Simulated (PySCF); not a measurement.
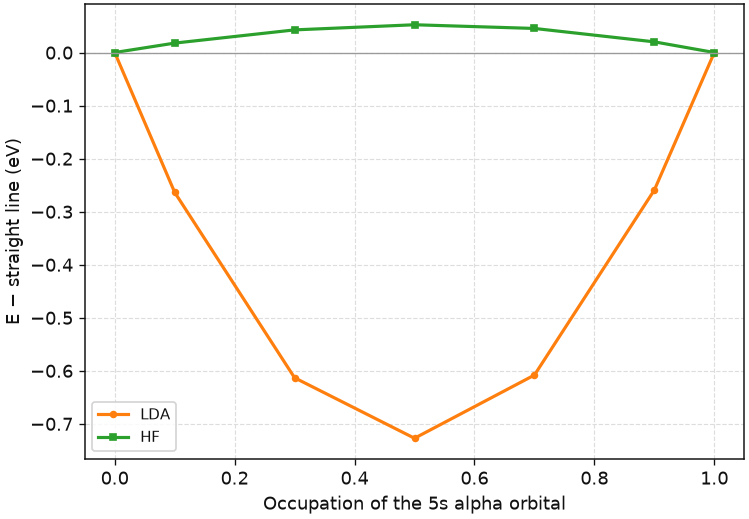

One 5s alpha orbital of neutral molybdenum ([Kr] 4d⁵ 5s) is emptied in steps. The plot gives the energy less the straight line between the integer ends. PySCF, aug-cc-pVDZ-PP with a 28-electron core potential, unrestricted single determinants, no spin-orbit coupling.

What do the curves say about each method?

LDA: convex (delocalisation error), largest departure −0.73 eV, removal energy 7.771 eV; HF: concave (localisation error), largest departure 0.052 eV, removal energy 6.256 eV. The measured removal energy is 7.092 eV. The exact energy is a straight line between whole electron numbers.
